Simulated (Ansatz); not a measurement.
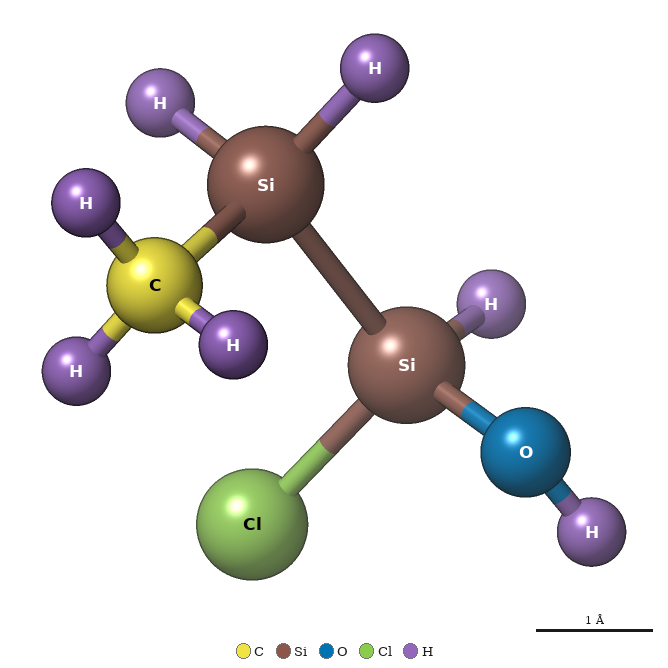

The picture shows a molecular structure as a ball-and-stick model.

**Give the formula.**

CH7ClOSi2, 12 atoms: 1 carbon, 7 hydrogen, 1 chlorine, 1 oxygen and 2 silicon.

**Does it have rings?**

It has no ring.

The parts below concern this one geometry. Atoms keep their numbers from picture to picture. The geometry was computed by an optimisation with PBE0-D4/def2-TZVP.

**Geometry**

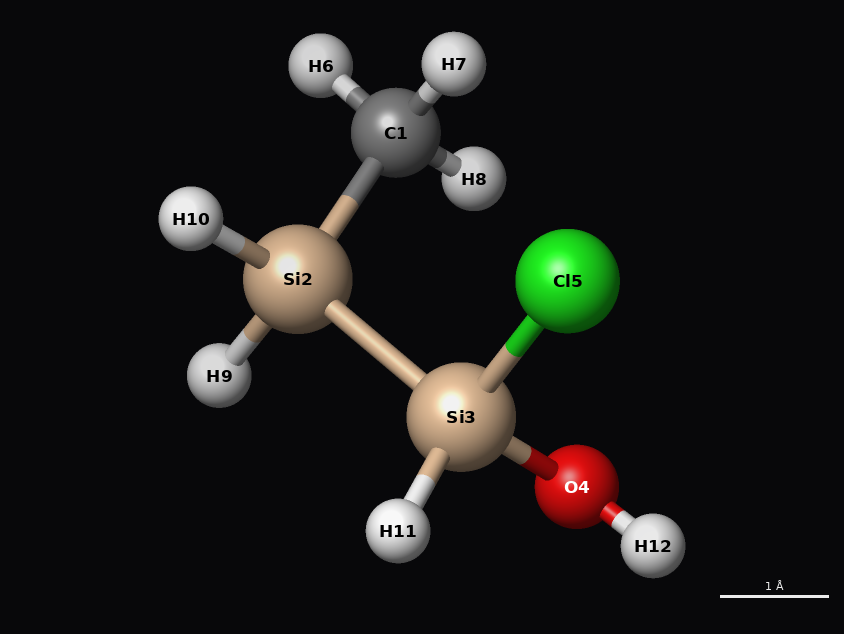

The atoms are numbered.

**What is the geometry at Si3?**

Si3 has 4 neighbours (Si2 at 2.34, O4 at 1.64, Cl5 at 2.07, H11 at 1.49 Å); the arrangement is tetrahedral.

**How are the neighbours of atom 2 arranged?**

Si2 has 4 neighbours (C1 at 1.87, Si3 at 2.34, H9 at 1.49, H10 at 1.49 Å); the arrangement is tetrahedral.

**How are the neighbours of atom 4 arranged?**

O4 has 2 neighbours (Si3 at 1.64, H12 at 0.96 Å); the arrangement is bent.

**What is the geometry at C1?**

C1 has 4 neighbours (Si2 at 1.87, H6 at 1.09, H7 at 1.09, H8 at 1.09 Å); the arrangement is tetrahedral.

**What is the dihedral angle C1–Si2–Si3–O4?**

60° in size, that is gauche.

**Levels of theory compared**

Program: Ansatz 0.2.0.

Tabulate dipole (D), HOMO energy (eV) at these levels: B3LYP-D4/def2-TZVPP; PBE-D4/def2-TZVPP; r2SCAN-D4/def2-TZVPP; ωB97M-V/def2-TZVPP.

| level | dipole (D) | HOMO energy (eV) |
| --- | --- | --- |
| B3LYP-D4/def2-TZVPP | 0.97 | −7.69 |
| PBE-D4/def2-TZVPP | 0.98 | −6.68 |
| r2SCAN-D4/def2-TZVPP | 1.01 | −6.96 |
| ωB97M-V/def2-TZVPP | 0.98 | −9.93 |

**Charges**

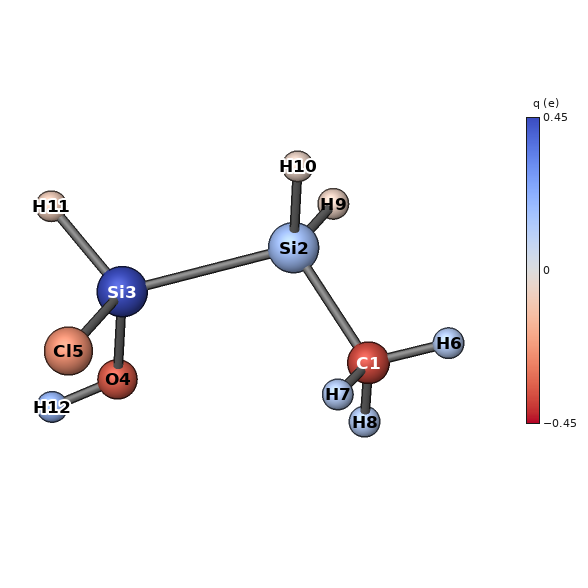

Atoms are coloured by their Mulliken charges. Method: RKS PBE-D4/def2-TZVPP (Ansatz 0.2.0).

List the Mulliken charges.

| atom | value (e) |
| --- | --- |
| C1 | −0.37 |
| Si2 | 0.17 |
| Si3 | 0.45 |
| O4 | −0.34 |
| Cl5 | −0.24 |
| H6 | 0.11 |
| H7 | 0.12 |
| H8 | 0.12 |
| H9 | −0.06 |
| H10 | −0.05 |
| H11 | −0.08 |
| H12 | 0.19 |

**Vibrations**

Harmonic vibrations computed with RKS PBE0-D4/def2-TZVP (Ansatz 0.2.0) at a stationary point of the same level.

**How many vibrational modes are there, and where do they lie?**

30 modes: 38, 90, 115, 169, 206, 259, 308, 409, 442, 532, 609, 670, 717, 750, 814, 848, 876, 889, 933, 943, 1276, 1450, 1453, 2202, 2211, 2214, 3057, 3144, 3146, 3903 cm⁻¹.

Mulliken values depend strongly on the basis set and can even reverse the polarity of a bond.
